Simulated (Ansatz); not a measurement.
# CH8BFSi2: a ladder of functionals and wavefunction methods

How much do the methods differ for CH8BFSi2? The plan is to run it at one geometry with functionals of several rungs and with coupled cluster. The yardstick is the atomisation energy at the CCSD(T) limit.

Computed with Ansatz 0.2.0, Gaussian basis. Level: functionals in def2-TZVPP, the program's frozen cores in correlated methods.

Levels to be run: LDA (SPW92), PBE-D4, revPBE-D4, BLYP-D4, r2SCAN-D4, B97M-V, PBE0-D4, B3LYP-D4, r2SCANh-D4, r2SCAN0-D4, HSE06-D4, BHLYP-D4, CAM-B3LYP-D4, LC-ωPBE, ωB97X-V, ωB97M-V, B2PLYP, PBE-QIDH; CCSD(T)/def2-SVP; CCSD(T)/def2-TZVPP; MP2/def2-QZVPP; extrapolation to the limit; RPA on PBE.

## (1) The geometry

All runs share one geometry, relaxed beforehand with PBE0-D4 in a triple-zeta def2 set.

13 atoms, charge 0, spin multiplicity 1.

Atoms are counted from 1 here; the program's logs count them from 0.

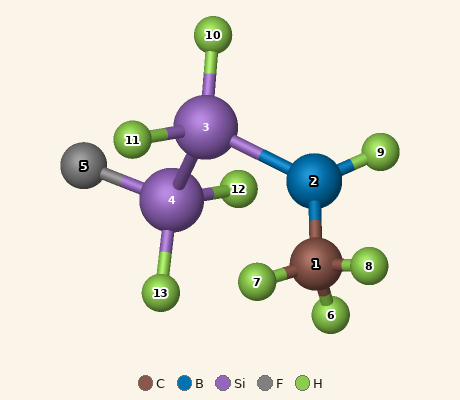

The structure; carbon brown, boron blue, silicon purple, fluorine grey, hydrogen green; atoms are numbered from 1 in the order of the file.

## (2) LDA

This LDA is Slater exchange with PW92 correlation.

in.yaml reads:

```yaml
crystal:
  periodic: [false, false, false]
  atoms:
    - {symbol: C, position_ang: [-2.093012, -0.466285, -0.461014]}
    - {symbol: B, position_ang: [-0.674653, -1.095209, -0.468080]}
    - {symbol: Si, position_ang: [0.739967, -0.625112, 0.881089]}
    - {symbol: Si, position_ang: [1.742247, 1.332270, 0.056018]}
    - {symbol: F, position_ang: [2.878543, 1.860903, 1.061910]}
    - {symbol: H, position_ang: [-2.046776, 0.331035, -1.223250]}
    - {symbol: H, position_ang: [-2.414117, 0.000347, 0.471079]}
    - {symbol: H, position_ang: [-2.867038, -1.149662, -0.822479]}
    - {symbol: H, position_ang: [-0.368141, -1.804212, -1.386735]}
    - {symbol: H, position_ang: [1.810222, -1.649827, 1.034996]}
    - {symbol: H, position_ang: [0.188172, -0.292438, 2.226334]}
    - {symbol: H, position_ang: [2.387769, 1.103871, -1.264008]}
    - {symbol: H, position_ang: [0.737116, 2.419618, -0.090961]}
basis:
  gaussian: {orbitals: def2-TZVPP}
hamiltonian: {xc: lda}
output: {orbitals: {seedname: orbitals}}
```

Run with:

```console
ansatz run in.yaml --threads 4 --pin off --events-out ev --progress --plain --max-ram 10444MiB
```

The program printed:

```text
Functional definition: SPW92
  name "SPW92"
  cite "Dirac, Proc. Camb. Phil. Soc. 26, 376 (1930) doi:10.1017/S0305004100016108"
  cite "Slater, Phys. Rev. 81, 385 (1951) doi:10.1103/PhysRev.81.385"
  cite "Perdew & Wang, Phys. Rev. B 45, 13244 (1992) doi:10.1103/PhysRevB.45.13244"
  exchange = slater_x
  correlation = pw_c
1553 factors; their error is unknown
mean field evaluation 1: about -20207.9836 eV, gradient 7.1e1 eV
mean field evaluation 2: about -20189.0342 eV, gradient 1.1e2 eV
mean field evaluation 4: about -20219.0915 eV, gradient 1.1e1 eV
mean field evaluation 8: about -20219.3296 eV, gradient 2.5e-1 eV
mean field evaluation 16: about -20219.2850 eV, gradient 4.7e-4 eV
mean field -20219.28503571 eV, -743.0450199385 hartree, gradient 3.9e-5 eV, S^2 0.000000; 0 other end points of the search recorded, 0 dependent functions left out
reference -20219.28508369 eV, -743.0450217020 hartree; 28, 28 occupied and 261, 261 virtual orbitals, 1553 factors
Total energy: -20219.28508369 eV, -743.0450217020 hartree
```

It took 1.4 s on 4 threads of Arm Neoverse V2, shared host.

Atomisation energy: 51.448 eV (free atoms -20167.837 eV, run apart). HOMO -6.71 eV, LUMO -3.34 eV.

## (3) PBE-D4 (GGA)

Changes to in.yaml since step 2:

```diff
@@ -18,3 +18,3 @@
   gaussian: {orbitals: def2-TZVPP}
-hamiltonian: {xc: lda}
-output: {orbitals: {seedname: orbitals}}
+hamiltonian: {xc: pbe, dispersion: d4}
+output: {forces: true, orbitals: {seedname: orbitals}}
```

The command is unchanged.

The program printed, shortened:

```text
Functional definition: PBE
  name "PBE"
  cite "Perdew, Burke & Ernzerhof, Phys. Rev. Lett. 77, 3865 (1996) doi:10.1103/PhysRevLett.77.3865"
  parent pbe
[...]
1553 factors; their error is unknown
[...]
mean field -20305.38744264 eV, -746.2092250310 hartree, gradient 3.9e-5 eV, S^2 0.000000; 0 other end points of the search recorded, 0 dependent functions left out
[...]
reference -20305.38749421 eV, -746.2092269264 hartree; 28, 28 occupied and 261, 261 virtual orbitals, 1553 factors
Total energy: -20305.65569255 eV, -746.2190830333 hartree
Atom 0 at    -2.093012    -0.466285    -0.461014 Å, force     0.132101    -0.081696     0.077776 eV/Å
Atom 1 at    -0.674653    -1.095209    -0.468080 Å, force     0.056254     0.042340     0.068639 eV/Å
Atom 2 at     0.739967    -0.625112     0.881089 Å, force    -0.121420    -0.058963    -0.109790 eV/Å
Atom 3 at     1.742247     1.332270     0.056018 Å, force    -0.320816    -0.193298    -0.239806 eV/Å
Atom 4 at     2.878543     1.860903     1.061910 Å, force     0.432619     0.198890     0.385422 eV/Å
Atom 5 at    -2.046776     0.331035    -1.223250 Å, force    -0.009152     0.149800    -0.151888 eV/Å
Atom 6 at    -2.414117     0.000347     0.471079 Å, force    -0.071333     0.105349     0.175262 eV/Å
Atom 7 at    -2.867038    -1.149662    -0.822479 Å, force    -0.159174    -0.123327    -0.089641 eV/Å
Atom 8 at    -0.368141    -1.804212    -1.386735 Å, force     0.044863    -0.077920    -0.097320 eV/Å
Atom 9 at     1.810222    -1.649827     1.034996 Å, force     0.124765    -0.090691     0.016279 eV/Å
Atom 10 at     0.188172    -0.292438     2.226334 Å, force    -0.044941     0.051534     0.139001 eV/Å
Atom 11 at     2.387769     1.103871    -1.264008 Å, force     0.061659    -0.034926    -0.153441 eV/Å
Atom 12 at     0.737116     2.419618    -0.090961 Å, force    -0.125424     0.112908    -0.020494 eV/Å
Dipole moment:    -0.396661    -0.105982    -0.192781 e Å
```

Wall time 2.9 s (4 threads of Arm Neoverse V2, shared host).

With the free atoms at this level, -20259.364 eV in sum, the atomisation energy is 46.292 eV. HOMO -6.63 eV, LUMO -3.10 eV.

## (4) revPBE-D4 (GGA)

Changes to in.yaml since step 3:

```diff
@@ -18,3 +18,3 @@
   gaussian: {orbitals: def2-TZVPP}
-hamiltonian: {xc: pbe, dispersion: d4}
-output: {forces: true, orbitals: {seedname: orbitals}}
+hamiltonian: {xc: {name: revPBE}, dispersion: d4}
+output: {orbitals: {seedname: orbitals}}
```

The command is unchanged.

The program printed:

```text
Functional definition: revPBE
  name "revPBE"
  cite "Zhang & Yang, Phys. Rev. Lett. 80, 890 (1998) doi:10.1103/PhysRevLett.80.890"
  cite "Perdew, Burke & Ernzerhof, Phys. Rev. Lett. 77, 3865 (1996) doi:10.1103/PhysRevLett.77.3865"
  parameter kappa = 1.245
  parameter beta = 0.06672455060314922
  exchange = pbe_x(kappa = kappa, mu = beta*pi^2/3)
  correlation = pbe_c(beta = beta)
1553 factors; their error is unknown
mean field evaluation 1: about -20304.4360 eV, gradient 6.7e1 eV
mean field evaluation 2: about -20288.7169 eV, gradient 1.0e2 eV
mean field evaluation 4: about -20314.2493 eV, gradient 9.8e0 eV
mean field evaluation 8: about -20314.4196 eV, gradient 1.9e-1 eV
mean field evaluation 16: about -20314.3735 eV, gradient 3.9e-4 eV
mean field -20314.37345787 eV, -746.5394549999 hartree, gradient 8.4e-5 eV, S^2 0.000000; 0 other end points of the search recorded, 0 dependent functions left out
reference -20314.37352250 eV, -746.5394573748 hartree; 28, 28 occupied and 261, 261 virtual orbitals, 1553 factors
Total energy: -20315.12308242 eV, -746.5670031939 hartree
```

Run time: 2.4 s. Hardware: 4 threads of Arm Neoverse V2, shared host.

With the free atoms at this level, -20269.683 eV in sum, the atomisation energy is 45.440 eV. HOMO -6.58 eV, LUMO -2.99 eV.

## (5) BLYP-D4 (GGA)

Changes to in.yaml since step 4:

```diff
@@ -18,3 +18,3 @@
   gaussian: {orbitals: def2-TZVPP}
-hamiltonian: {xc: {name: revPBE}, dispersion: d4}
+hamiltonian: {xc: {name: BLYP}, dispersion: d4}
 output: {orbitals: {seedname: orbitals}}
```

The command is unchanged.

The program printed:

```text
Functional definition: BLYP
  name "BLYP"
  cite "Becke, Phys. Rev. A 38, 3098 (1988) doi:10.1103/PhysRevA.38.3098"
  cite "Lee, Yang & Parr, Phys. Rev. B 37, 785 (1988) doi:10.1103/PhysRevB.37.785"
  parameter beta = 0.0042
  parameter a = 0.04918
  parameter b = 0.132
  parameter c = 0.2533
  parameter d = 0.349
  exchange = b88_x(beta = beta)
  correlation = lyp_c(a = a, b = b, c = c, d = d)
1553 factors; their error is unknown
mean field evaluation 1: about -20305.8195 eV, gradient 7.3e1 eV
mean field evaluation 2: about -20285.1386 eV, gradient 1.2e2 eV
mean field evaluation 4: about -20317.3215 eV, gradient 1.2e1 eV
mean field evaluation 8: about -20317.5673 eV, gradient 2.0e-1 eV
mean field evaluation 16: about -20317.5199 eV, gradient 3.8e-4 eV
mean field -20317.51994230 eV, -746.6550861699 hartree, gradient 8.2e-5 eV, S^2 0.000000; 0 other end points of the search recorded, 0 dependent functions left out
reference -20317.52037355 eV, -746.6551020179 hartree; 28, 28 occupied and 261, 261 virtual orbitals, 1553 factors
Total energy: -20318.09537741 eV, -746.6762330202 hartree
```

Run time: 2.4 s. Hardware: 4 threads of Arm Neoverse V2, shared host.

With the free atoms at this level, -20272.324 eV in sum, the atomisation energy is 45.771 eV. HOMO -6.50 eV, LUMO -2.92 eV.

## (6) r2SCAN-D4 (meta-GGA)

Changes to in.yaml since step 5:

```diff
@@ -18,3 +18,3 @@
   gaussian: {orbitals: def2-TZVPP}
-hamiltonian: {xc: {name: BLYP}, dispersion: d4}
-output: {orbitals: {seedname: orbitals}}
+hamiltonian: {xc: r2scan, dispersion: d4}
+output: {forces: true, orbitals: {seedname: orbitals}}
```

The command is unchanged.

The program printed, shortened:

```text
Functional definition: r2SCAN
  name "r2SCAN"
  cite "Furness, Kaplan, Ning, Perdew & Sun, J. Phys. Chem. Lett. 11, 8208 (2020) doi:10.1021/acs.jpclett.0c02405"
  cite "Furness, Kaplan, Ning, Perdew & Sun, J. Phys. Chem. Lett. 11, 9248 (2020) doi:10.1021/acs.jpclett.0c03077"
  parent r2scan
[...]
1553 factors; their error is unknown
[...]
mean field -20315.43363507 eV, -746.5784157934 hartree, gradient 6.6e-5 eV, S^2 0.000000; 0 other end points of the search recorded, 0 dependent functions left out
[...]
reference -20315.43365088 eV, -746.5784163744 hartree; 28, 28 occupied and 261, 261 virtual orbitals, 1553 factors
Total energy: -20315.50214410 eV, -746.5809334538 hartree
Atom 0 at    -2.093012    -0.466285    -0.461014 Å, force    -0.000290    -0.009325     0.022757 eV/Å
Atom 1 at    -0.674653    -1.095209    -0.468080 Å, force     0.040221    -0.011126    -0.007245 eV/Å
[...]
Atom 3 at     1.742247     1.332270     0.056018 Å, force    -0.017745     0.013816    -0.043217 eV/Å
Atom 4 at     2.878543     1.860903     1.061910 Å, force     0.027618     0.009856     0.027756 eV/Å
Atom 5 at    -2.046776     0.331035    -1.223250 Å, force    -0.017344    -0.014128     0.010271 eV/Å
Atom 6 at    -2.414117     0.000347     0.471079 Å, force    -0.005562     0.003609    -0.025860 eV/Å
Atom 7 at    -2.867038    -1.149662    -0.822479 Å, force     0.004200     0.026302    -0.004399 eV/Å
Atom 8 at    -0.368141    -1.804212    -1.386735 Å, force    -0.006740     0.015506     0.011776 eV/Å
Atom 9 at     1.810222    -1.649827     1.034996 Å, force    -0.000129     0.019777     0.000312 eV/Å
Atom 10 at     0.188172    -0.292438     2.226334 Å, force     0.012441     0.008453    -0.010578 eV/Å
Atom 11 at     2.387769     1.103871    -1.264008 Å, force    -0.019138     0.002187     0.020318 eV/Å
Atom 12 at     0.737116     2.419618    -0.090961 Å, force     0.013581    -0.022228    -0.002388 eV/Å
Dipole moment:    -0.405480    -0.118289    -0.197638 e Å
```

Wall time 6 s (4 threads of Arm Neoverse V2, shared host).

Atomisation energy: 46.305 eV (free atoms -20269.197 eV, run apart). HOMO -6.87 eV, LUMO -2.83 eV.

## (7) B97M-V (meta-GGA)

Changes to in.yaml since step 6:

```diff
@@ -18,3 +18,3 @@
   gaussian: {orbitals: def2-TZVPP}
-hamiltonian: {xc: r2scan, dispersion: d4}
-output: {forces: true, orbitals: {seedname: orbitals}}
+hamiltonian: {xc: {name: B97M-V}}
+output: {orbitals: {seedname: orbitals}}
```

Same command.

The program printed, shortened:

```text
Functional definition: B97M-V
  name "B97M-V"
  cite "Mardirossian & Head-Gordon, J. Chem. Phys. 142, 074111 (2015) doi:10.1063/1.4907719"
  cite "Becke, J. Chem. Phys. 107, 8554 (1997) doi:10.1063/1.475007"
  cite "Vydrov & Van Voorhis, J. Chem. Phys. 133, 244103 (2010) doi:10.1063/1.3521275"
  # Of w^i u^j: cxij and so on, Table III.
[...]
  gx(w, u) = cx00 + cx01*u + cx02*u^2 + (cx10 + cx11*u)*w
  gss(w, u) = css00 + css02*u^2 + css10*w + (css32*w^3 + css42*w^4)*u^2
  gos(w, u) = cos00 + cos01*u + cos03*u^3 + cos10*w + cos32*w^3*u^2
[...]
      + integral(e_c_pw_mod_opposite_spin*gos(b97_w_opposite, b97_u_opposite)) + vv10(b, c)
1553 factors; their error is unknown
[...]
mean field -20314.67398361 eV, -746.5504991172 hartree, gradient 2.2e-5 eV, S^2 0.000000; 0 other end points of the search recorded, 0 dependent functions left out
reference -20314.67406017 eV, -746.5505019308 hartree; 28, 28 occupied and 261, 261 virtual orbitals, 1553 factors
Total energy: -20314.67406017 eV, -746.5505019308 hartree
```

Run time: 12 s. Hardware: 4 threads of Arm Neoverse V2, shared host.

With the free atoms at this level, -20268.212 eV in sum, the atomisation energy is 46.462 eV. HOMO -6.97 eV, LUMO -2.93 eV.

## (8) PBE0-D4 (hybrid)

Changes to in.yaml since step 7:

```diff
@@ -18,3 +18,3 @@
   gaussian: {orbitals: def2-TZVPP}
-hamiltonian: {xc: {name: B97M-V}}
+hamiltonian: {xc: pbe0, dispersion: d4}
 output: {orbitals: {seedname: orbitals}}
```

Its log isn't repeated here (it stands with the study of this molecule's fields); it ends on a total energy of -20307.742497 eV.

Atomisation energy: 45.952 eV (free atoms -20261.791 eV, run apart). HOMO -7.77 eV, LUMO -2.20 eV.

## (9) B3LYP-D4 (hybrid)

B3LYP here takes the VWN-RPA correlation.

Changes to in.yaml since step 8:

```diff
@@ -18,3 +18,3 @@
   gaussian: {orbitals: def2-TZVPP}
-hamiltonian: {xc: pbe0, dispersion: d4}
-output: {orbitals: {seedname: orbitals}}
+hamiltonian: {xc: {name: B3LYP}, dispersion: d4}
+output: {forces: true, orbitals: {seedname: orbitals}}
```

Launched as before.

The program printed, shortened:

```text
Functional definition: B3LYP
  name "B3LYP"
  cite "Stephens, Devlin, Chabalowski & Frisch, J. Phys. Chem. 98, 11623 (1994) doi:10.1021/j100096a001"
  cite "Becke, Phys. Rev. A 38, 3098 (1988) doi:10.1103/PhysRevA.38.3098"
  cite "Lee, Yang & Parr, Phys. Rev. B 37, 785 (1988) doi:10.1103/PhysRevB.37.785"
  cite "Vosko, Wilk & Nusair, Can. J. Phys. 58, 1200 (1980) doi:10.1139/p80-159"
[...]
1559 factors; their error is unknown
[...]
mean field -20320.79018031 eV, -746.7752652002 hartree, gradient 3.8e-5 eV, S^2 0.000000; 0 other end points of the search recorded, 0 dependent functions left out
[...]
reference -20320.79049991 eV, -746.7752769451 hartree; 28, 28 occupied and 261, 261 virtual orbitals, 1559 factors
Total energy: -20321.22216012 eV, -746.7911401652 hartree
Atom 0 at    -2.093012    -0.466285    -0.461014 Å, force    -0.056102     0.037297    -0.032963 eV/Å
[...]
Atom 3 at     1.742247     1.332270     0.056018 Å, force    -0.131688     0.033567    -0.221585 eV/Å
Atom 4 at     2.878543     1.860903     1.061910 Å, force     0.146306     0.068155     0.128504 eV/Å
Atom 5 at    -2.046776     0.331035    -1.223250 Å, force    -0.022537    -0.015544     0.029674 eV/Å
Atom 6 at    -2.414117     0.000347     0.471079 Å, force     0.002513    -0.024756    -0.045323 eV/Å
Atom 7 at    -2.867038    -1.149662    -0.822479 Å, force     0.018465     0.033847     0.027699 eV/Å
Atom 8 at    -0.368141    -1.804212    -1.386735 Å, force    -0.036948     0.076564     0.090504 eV/Å
Atom 9 at     1.810222    -1.649827     1.034996 Å, force    -0.068115     0.054466    -0.002799 eV/Å
Atom 10 at     0.188172    -0.292438     2.226334 Å, force     0.031255    -0.029941    -0.077151 eV/Å
Atom 11 at     2.387769     1.103871    -1.264008 Å, force    -0.037848     0.018859     0.068640 eV/Å
Atom 12 at     0.737116     2.419618    -0.090961 Å, force     0.057956    -0.057283     0.001283 eV/Å
Dipole moment:    -0.411441    -0.140501    -0.202314 e Å
```

It took 6 s on 4 threads of Arm Neoverse V2, shared host; peak memory 0.91 GiB.

With the free atoms at this level, -20275.066 eV in sum, the atomisation energy is 46.156 eV. HOMO -7.58 eV, LUMO -2.37 eV.

## (10) r2SCANh-D4 (hybrid)

Changes to in.yaml since step 9:

```diff
@@ -18,3 +18,3 @@
   gaussian: {orbitals: def2-TZVPP}
-hamiltonian: {xc: {name: B3LYP}, dispersion: d4}
-output: {forces: true, orbitals: {seedname: orbitals}}
+hamiltonian: {xc: {name: r2SCANh}, dispersion: d4}
+output: {orbitals: {seedname: orbitals}}
```

The command is unchanged.

The program printed, shortened:

```text
Functional definition: r2SCANh
  name "r2SCANh"
  cite "Bursch, Neugebauer, Ehlert & Grimme, J. Chem. Phys. 156, 134105 (2022) doi:10.1063/5.0086040"
  cite "Furness, Kaplan, Ning, Perdew & Sun, J. Phys. Chem. Lett. 11, 8208 (2020) doi:10.1021/acs.jpclett.0c02405"
  cite "Furness, Kaplan, Ning, Perdew & Sun, J. Phys. Chem. Lett. 11, 9248 (2020) doi:10.1021/acs.jpclett.0c03077"
  parent r2scan
[...]
1553 factors; their error is unknown
[...]
mean field -20315.16613518 eV, -746.5685853538 hartree, gradient 1.4e-5 eV, S^2 0.000000; 0 other end points of the search recorded, 0 dependent functions left out
reference -20315.16614970 eV, -746.5685858874 hartree; 28, 28 occupied and 261, 261 virtual orbitals, 1553 factors
Total energy: -20315.23965913 eV, -746.5712873091 hartree
```

Run time: 6.5 s. Hardware: 4 threads of Arm Neoverse V2, shared host; peak memory 0.83 GiB.

With the free atoms at this level, -20269.117 eV in sum, the atomisation energy is 46.123 eV. HOMO -7.29 eV, LUMO -2.51 eV.

## (11) r2SCAN0-D4 (hybrid)

Changes to in.yaml since step 10:

```diff
@@ -18,3 +18,3 @@
   gaussian: {orbitals: def2-TZVPP}
-hamiltonian: {xc: {name: r2SCANh}, dispersion: d4}
+hamiltonian: {xc: {name: r2SCAN0}, dispersion: d4}
 output: {orbitals: {seedname: orbitals}}
```

The command is unchanged.

The program printed, shortened:

```text
Functional definition: r2SCAN0
  name "r2SCAN0"
  cite "Bursch, Neugebauer, Ehlert & Grimme, J. Chem. Phys. 156, 134105 (2022) doi:10.1063/5.0086040"
  cite "Furness, Kaplan, Ning, Perdew & Sun, J. Phys. Chem. Lett. 11, 8208 (2020) doi:10.1021/acs.jpclett.0c02405"
  cite "Furness, Kaplan, Ning, Perdew & Sun, J. Phys. Chem. Lett. 11, 9248 (2020) doi:10.1021/acs.jpclett.0c03077"
  parent r2scan
[...]
1559 factors; their error is unknown
[...]
mean field -20314.79936361 eV, -746.5551067471 hartree, gradient 5.1e-5 eV, S^2 0.000000; 0 other end points of the search recorded, 0 dependent functions left out
reference -20314.79937620 eV, -746.5551072097 hartree; 28, 28 occupied and 261, 261 virtual orbitals, 1559 factors
Total energy: -20314.88066992 eV, -746.5580946989 hartree
```

Run time: 6 s. Hardware: 4 threads of Arm Neoverse V2, shared host; peak memory 0.83 GiB.

With the free atoms at this level, -20269.011 eV in sum, the atomisation energy is 45.870 eV. HOMO -7.92 eV, LUMO -2.05 eV.

## (12) HSE06-D4 (hybrid)

HSE06 is the plane-wave form, built on full-range PBE exchange.

Changes to in.yaml since step 11:

```diff
@@ -18,3 +18,3 @@
   gaussian: {orbitals: def2-TZVPP}
-hamiltonian: {xc: {name: r2SCAN0}, dispersion: d4}
+hamiltonian: {xc: hse06, dispersion: d4}
 output: {orbitals: {seedname: orbitals}}
```

Launched as before.

The program printed, shortened:

```text
Functional definition: HSE06
  name "HSE06"
  cite "Heyd, Scuseria & Ernzerhof, J. Chem. Phys. 118, 8207 (2003) doi:10.1063/1.1564060"
  cite "Krukau, Vydrov, Izmaylov & Scuseria, J. Chem. Phys. 125, 224106 (2006) doi:10.1063/1.2404663"
  cite "Heyd & Scuseria, J. Chem. Phys. 120, 7274 (2004) doi:10.1063/1.1668634"
  cite "Ernzerhof & Perdew, J. Chem. Phys. 109, 3313 (1998) doi:10.1063/1.476928"
  cite "Perdew, Burke & Ernzerhof, Phys. Rev. Lett. 77, 3865 (1996) doi:10.1103/PhysRevLett.77.3865"
  parent pbe
[...]
  # The whole range is PBE's own exchange, as in plane waves. The composition of these papers is wPBEh.
[...]
1559 factors; their error is unknown
141 factors; integrals over basis functions are off by at most 4.9e-7 eV
[...]
mean field -20306.90222644 eV, -746.2648923089 hartree, gradient 4.0e-5 eV, S^2 0.000000; 0 other end points of the search recorded, 0 dependent functions left out
reference -20306.90227765 eV, -746.2648941908 hartree; 28, 28 occupied and 261, 261 virtual orbitals, 1559 factors
Total energy: -20307.11856751 eV, -746.2728426965 hartree
```

Run time: 4 s. Hardware: 4 threads of Arm Neoverse V2, shared host; peak memory 0.85 GiB.

With the free atoms at this level, -20261.147 eV in sum, the atomisation energy is 45.971 eV. HOMO -7.37 eV, LUMO -2.58 eV.

## (13) BHLYP-D4 (hybrid)

Changes to in.yaml since step 12:

```diff
@@ -18,3 +18,3 @@
   gaussian: {orbitals: def2-TZVPP}
-hamiltonian: {xc: hse06, dispersion: d4}
+hamiltonian: {xc: {name: BHLYP}, dispersion: d4}
 output: {orbitals: {seedname: orbitals}}
```

Launched as before.

The program printed:

```text
Functional definition: BHLYP
  name "BHLYP"
  cite "Becke, J. Chem. Phys. 98, 1372 (1993) doi:10.1063/1.464304"
  cite "Becke, Phys. Rev. A 38, 3098 (1988) doi:10.1103/PhysRevA.38.3098"
  cite "Lee, Yang & Parr, Phys. Rev. B 37, 785 (1988) doi:10.1103/PhysRevB.37.785"
  parameter a = 0.5
  exchange = (1 - a)*b88_x + a*exact_x
  correlation = lyp_c
1697 factors; their error is unknown
mean field evaluation 1: about -20312.2902 eV, gradient 4.9e1 eV
mean field evaluation 2: about -20313.0361 eV, gradient 4.7e1 eV
mean field evaluation 4: about -20317.1508 eV, gradient 2.2e0 eV
mean field evaluation 8: about -20317.1603 eV, gradient 6.5e-2 eV
mean field evaluation 16: about -20317.2743 eV, gradient 5.0e-5 eV
mean field -20317.27425417 eV, -746.6460572975 hartree, gradient 5.0e-5 eV, S^2 0.000000; 0 other end points of the search recorded, 0 dependent functions left out
reference -20317.27446969 eV, -746.6460652177 hartree; 28, 28 occupied and 261, 261 virtual orbitals, 1697 factors
Total energy: -20317.62247928 eV, -746.6588543342 hartree
```

Wall time 3.8 s (4 threads of Arm Neoverse V2, shared host); peak memory 0.83 GiB.

With the free atoms at this level, -20272.171 eV in sum, the atomisation energy is 45.451 eV. HOMO -8.82 eV, LUMO -1.17 eV.

(Part 1 of 2 ends here.)
